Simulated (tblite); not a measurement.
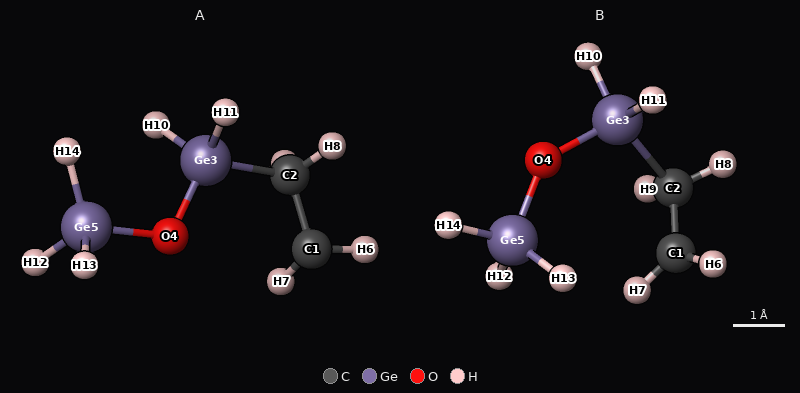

Two geometries of C₂H₉Ge₂O (multiplicity 2), drawn at one scale. One is the start of a relaxation, the other its converged end. Style: ball-and-stick. Shown from a free direction.

Level of theory: GFN2-xTB geometry optimisation, gas phase in tblite 0.8.0. 

> Which geometry has the lower energy?

Structure B is the relaxed one. The atom that moves furthest after the best rigid fit is H6 (1.87 Å). By element the largest moves are H 1.87 Å, O 1.60 Å, Ge 0.84 Å, C 0.79 Å. Among the contacts that change: C2–Ge3 1.961 → 2.082 Å, C1–C2 1.525 → 1.438 Å, Ge5–H14 1.565 → 1.497 Å, C1–H6 1.133 → 1.074 Å. Among the angles between lasting bonds that change: Ge3–O4–Ge5 114.0° → 140.6°, C2–C1–H6 104.4° → 120.8°, C2–Ge3–H10 106.5° → 119.9°. Groups turn about O4–Ge5 by about 175°, Ge3–O4 by about 160°, C2–Ge3 by about 40°. The energy falls by 113.2 kJ/mol in 135 geometry steps. The run took 0.83 s on 1 thread of Arm Neoverse V1, with other jobs on the host.
